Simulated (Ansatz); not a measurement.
# G0W0 on several functionals: BaTiO3 (Pm-3m), part 2 of 2

Aim: G0W0 for BaTiO3 (Pm-3m) on several starting functionals, at one mesh, band count and screening cutoff.

Ansatz 0.2.0; G0W0 on several functionals, plane waves, PAW. Known limits of the many-body steps: not at the basis limit; no spin-orbit coupling; coarse k mesh.

So far. Step 2 (G0W0 on LDA): The gap on the mesh goes from 1.70 eV to 3.28 eV, a correction of +1.58 eV. Between the two edge states, bare exchange in place of the xc potential would open the gap by 12.86 eV, and correlation takes back 11.28 eV.

In doubt: masses and optical values from hybrid runs of this build are listed as unsure (steps 3, 4), which bears on the screening that GW takes from such a start.

**3. G0W0 on HSE06**

One-shot GW remembers its start. Another functional's orbitals and levels show by how much.

This step: G0W0 on HSE06, plane waves, PAW.

input.yaml

```yaml
crystal:
  lattice:
    - [4.006, 0.0, 0.0]
    - [0.0, 4.006, 0.0]
    - [0.0, 0.0, 4.006]
  atoms:
    - { symbol: Ba, position: [0.5, 0.5, 0.5] }
    - { symbol: Ti, position: [0.0, 0.0, 0.0] }
    - { symbol: O, position: [0.5, 0.0, 0.0] }
    - { symbol: O, position: [0.0, 0.5, 0.0] }
    - { symbol: O, position: [0.0, 0.0, 0.5] }
kpoints:
  mp_grid: { grid: [4, 4, 4] }
hamiltonian:
  xc: hse06
scf:
  occupations: { method: fixed }
gw:
  n_empty_bands: 509
  ecut_chi: 230.0
  qp_bands: [v2, c2]
  qp_kpoints: band_edges
  screening: { model: contour_deformation }
```

The run is started by

```bash
ansatz run input.yaml --threads 3 --pin off --max-ram 92160MiB --backend cuda --events-out ev --progress --plain --runs-dir out --devices 1 --max-vram 13GiB  # rebuilt from the run's record
```

Numbers of over 12 decimals in the logs are rounded to 6 here.

The program printed:

```text
GPUs: using 1 of 1 available (devices: 1).
[...]
davidson cushion auto → on  (no smearing: the cushion is to keep the highest requested band from converging to the state above it; pin scf.eigensolver.cushion to override)
[...]
GPU FFT provider: cuFFT
GPU libraries: cuBLAS 13.8.2, cuFFT 12.4.0, cuSOLVER 12.3.4
Crystal: 5 atoms, lattice volume = 64.288 Å³
Basis set: ecut = 420 eV, 1237 PW (Γ)
Bands: 25, of which v1, the nominal top of the filled ones, is band 20 counted from 1 (19 counted from 0)
Symmetry: 48 space group operations
[...]
k-points: 10 of 64
[...]
GPU buffer pool allocated for 19683 grid points (all kernels)
[...]
SCF iter   1: F=—  HF=-10159.545267 eV  |F-HF|=—  |Δ(HF+E_count)|=         —  Δρ=1.60e-3  dr2=1.01e-3  ethr=1.77e-3  ⟨swp⟩=7.4  Hψ=1228  notcnv=0
[...]
SCF iter   3: F=-10159.549884 eV  HF=-10159.549980 eV  |F-HF|=9.62e-5  |Δ(HF+E_count)|=   2.23e-4  Δρ=5.57e-4  dr2=2.06e-4  ethr=2.52e-6  ⟨swp⟩=3.2  Hψ=676  notcnv=0  defer=1
SCF 1 stopped early in 3 iterations: F = -10159.549884 eV  dr2 = 2.06e-4
[...]
GPU FFT provider: cuFFT
GPU libraries: cuBLAS 13.8.2, cuFFT 12.4.0, cuSOLVER 12.3.4
[...]
GPU buffer pool allocated for 19683 grid points (all kernels)
[...]
Free energy (F): -10163.423067 eV
Frozen-core exchange: fock
[...]
Internal energy: -10163.423067 eV  (E = F + TS)
E sigma→0 (E₀):  -10163.423067 eV
Fermi energy:    9.247644 eV
[...]
--- Band table (eV; the first three rows and the last of 10) ---
  k-point 0: bands = [... 16 lower, 8.0600, 9.1551, 9.1551, 9.1551, 12.4299, 12.4299]
  k-point 1: bands = [... 16 lower, 7.6576, 7.9805, 8.8008, 8.8008, 12.5010, 13.4420]
  k-point 2: bands = [... 16 lower, 7.3422, 7.3422, 8.5215, 8.5215, 12.5753, 14.3261]
  k-point 9: bands = [... 16 lower, 6.7723, 9.2476, 9.2476, 9.2476, 15.1268, 15.1268]
  guard bands above this table: 3 of the run's 25 bands. The solve was not asked for them (output.publish_guard_bands: true or output.eigenvalues: true publishes all)
[...]
0    19      9.1551   -26.0839     3.8031   -22.3108  0.7605     9.1851     9.1851  root
     0    20      9.1551   -26.0839     3.8031   -22.3108  0.7605     9.1851     9.1851  root
     0    21     12.4299   -11.9940    -6.2753   -18.6500  0.7678    12.8125    12.8106  root
     0    22     12.4299   -11.9940    -6.2753   -18.6500  0.7678    12.8125    12.8106  root
     1    19      8.8008   -25.7744     3.7901   -22.0044  0.7587     8.8209     8.8210  root
     1    20      8.8008   -25.7744     3.7901   -22.0044  0.7587     8.8209     8.8210  root
     1    21     12.5010   -12.1199    -6.3603   -18.8665  0.7653    12.8893    12.8874  root
     1    22     13.4420   -13.3607    -6.3592   -20.1100  0.7487    13.8343    13.8320  root
[...]
9    19      9.2476   -25.9282     4.1207   -21.8901  0.7507     9.3302     9.3303  root
     9    20      9.2476   -25.9282     4.1207   -21.8901  0.7507     9.3302     9.3303  root
     9    21     15.1268   -14.1872    -7.4003   -21.8981  0.7084    15.4395    15.4374  root
     9    22     15.1268   -14.1872    -7.4003   -21.8981  0.7084    15.4395    15.4374  root
```

Wall time 47 s (1 × NVIDIA H100 80GB HBM3 (shared by 6 runs) with 3 threads of AMD EPYC 7R13 (Zen 3), shared host); peak memory 1.8 GiB; 48 s of CPU time.

This step gave:

```yaml
bands_summed: 529
rpa_eps_infinity_on_this_mesh_eigenvalues: 4.865, 4.865, 4.865
plane_waves_in_the_screening_matrix: 485
q_points_in_the_mesh: 64
g0w0_gap_on_the_mesh: 3.480 eV
k_of_the_valence_top: -0.5, -0.5, -0.5
k_of_the_conduction_bottom: 0, 0, 0
starting_gap_on_the_mesh: 3.182 eV
z_at_the_valence_top: 0.7507
z_at_the_conduction_bottom: 0.7678
least_direct_g0w0_gap_on_the_computed_points: 3.626 eV
```

Against the run with 4×4×4 mesh, 509 empty bands, screening to 230 eV on LDA, the gap moves by +0.20 eV, while the start moved by +1.48 eV.

**4. G0W0 on PBE0**

This step: G0W0 on PBE0, plane waves, PAW.

input.yaml, as its differences from that of step 3:

```diff
@@ -14,3 +14,3 @@
 hamiltonian:
-  xc: hse06
+  xc: pbe0
 scf:
```

The program printed:

```text
GPUs: using 1 of 1 available (devices: 1).
[...]
GPU FFT provider: cuFFT
GPU libraries: cuBLAS 13.8.2, cuFFT 12.4.0, cuSOLVER 12.3.4
Crystal: 5 atoms, lattice volume = 64.288 Å³
Basis set: ecut = 420 eV, 1237 PW (Γ)
Bands: 25, of which v1, the nominal top of the filled ones, is band 20 counted from 1 (19 counted from 0)
Symmetry: 48 space group operations
[...]
k-points: 10 of 64
[...]
1    21     12.8547   -12.1032    -6.2093   -18.4790  0.7795    13.0216    13.0213  root
     1    22     13.8131   -13.3330    -6.2063   -19.7045  0.7645    13.9786    13.9783  root
[...]
9    19      8.8562   -25.9339     3.9721   -22.2954  0.7658     9.1886     9.1899  root
     9    20      8.8562   -25.9339     3.9721   -22.2954  0.7658     9.1886     9.1899  root
     9    21     15.5172   -14.1810    -7.1871   -21.4821  0.7287    15.6315    15.6313  root
     9    22     15.5172   -14.1810    -7.1871   -21.4821  0.7287    15.6315    15.6313  root
[key lines of the parts left out:]
Free energy (F): -10162.905822 eV
Fermi energy:    8.856206 eV
```

Wall time 38 s (1 × NVIDIA H100 80GB HBM3 (shared by 6 runs) with 3 threads); peak memory 1.8 GiB; 49 s of CPU time.

This step gave:

```yaml
bands_summed: 529
rpa_eps_infinity_on_this_mesh_eigenvalues: 4.489, 4.489, 4.489
plane_waves_in_the_screening_matrix: 485
g0w0_gap_on_the_mesh: 3.752 eV
k_of_the_valence_top: -0.5, -0.5, -0.5
k_of_the_conduction_bottom: 0, 0, 0
starting_gap_on_the_mesh: 3.927 eV
least_direct_g0w0_gap_on_the_computed_points: 3.889 eV
```

Against the run with 4×4×4 mesh, 509 empty bands, screening to 230 eV on HSE06, the gap moves by +0.27 eV, while the start moved by +0.74 eV.

**5. Side by side**

All on the 4×4×4 mesh with 509 empty bands and screening to 230 eV. Times are wall times on 1 × NVIDIA H100 80GB HBM3 (shared by 6 runs) with 3 threads of AMD EPYC 7R13 (Zen 3), shared host, good to a factor of about two.

```
start  starting gap (eV)  shift (eV)  G0W0 gap (eV)  RPA ε∞ (harmonic mean)  Z (valence, conduction)  time
  LDA               1.70       +1.58           3.28                    7.26               0.70, 0.72  13 s
HSE06               3.18       +0.30           3.48                    4.87               0.75, 0.77  47 s
 PBE0               3.93       −0.17           3.75                    4.49               0.77, 0.78  38 s
```

How the two edges are built up, in eV (the quasiparticle level is the starting level plus Σx plus Σc less Vxc):

```
  run               edge  start      Σx     Σc     Vxc     Z     QP
  LDA        valence top   9.89  -25.76   4.48  -20.89  0.70   9.50
  LDA  conduction bottom  11.59  -12.59  -6.80  -20.59  0.72  12.78
HSE06        valence top   9.25  -25.93   4.12  -21.89  0.75   9.33
HSE06  conduction bottom  12.43  -11.99  -6.28  -18.65  0.77  12.81
 PBE0        valence top   8.86  -25.93   3.97  -22.30  0.77   9.19
 PBE0  conduction bottom  12.78  -11.98  -6.13  -18.26  0.78  12.94
```

For a hybrid start, Vxc holds its share of exact exchange.

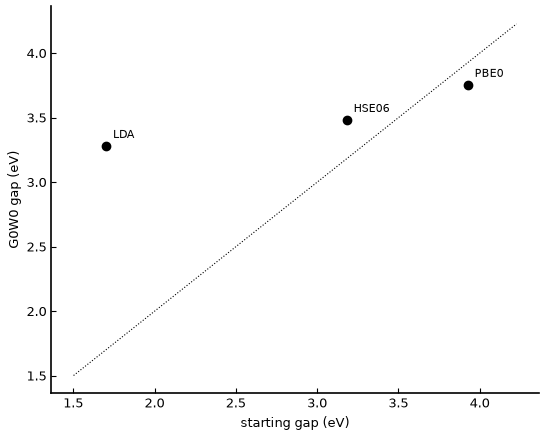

G0W0 gap against starting gap; on the dotted line the correction would vanish.

**6. Outcome**

* G0W0@LDA: 3.28 eV (start 1.70 eV)
* G0W0@HSE06: 3.48 eV (start 3.18 eV)
* G0W0@PBE0: 3.75 eV (start 3.93 eV)
* known limits: not at the basis limit; no spin-orbit coupling; coarse k mesh

**Reading.** The starting gaps span 2.22 eV and the G0W0 gaps 0.47 eV. Between LDA and PBE0, 0.47 eV of the 2.22 eV survives, 21 %. PBE0 screens less than LDA (ε∞ 4.49 against 7.26). Of the 0.47 eV by which its G0W0 gap is higher, the correlation part gives +1.18 eV, and exchange with the one-particle terms, which follow the orbitals, −0.71 eV. On PBE0 the correction is negative: that start lies above its own G0W0 value. The smallest correction, −0.17 eV, is on PBE0, the start nearest to reproducing itself. Bands and cutoff are finite, so the gap is not at the basis limit. The miss can reach some tenths of an eV and take either sign; the mesh is an error of its own. The 4×4×4 mesh is coarse for this cell (its supercell is 16 Å along the shortest edge). The RPA ε∞ on it, from the LDA start, is 7.26; such meshes misread the long-range screening, most where the gap is narrow. The program warns that the mesh is coarse for exact exchange, which bears on the hybrid start's gap. This is the ideal cubic cell; many perovskites, halides above all, are cubic only on average, and local tilts or off-centring can widen the gap. The many-body steps are scalar-relativistic: spin-orbit coupling is not in them.

[Paths, hosts, dates, memory and timing lines, banners, echoed tables and standing remarks are left out of the program output.]

[Logs are printed without paths, hosts, clocks, repeated set-up lines and the standing remarks that a program may print on its own settings, such as how far it seeks lower states.]

[Runs of the session that timed out or met a known fault of the program may be left out.]

[Cells called generated may have been cut or substituted from an entry of the Crystallography Open Database or the Materials Project.]

[Hosts, paths, dates, database ids (printed as entryN), source tags and the programs' standing remarks are cut or masked in the printed files.]
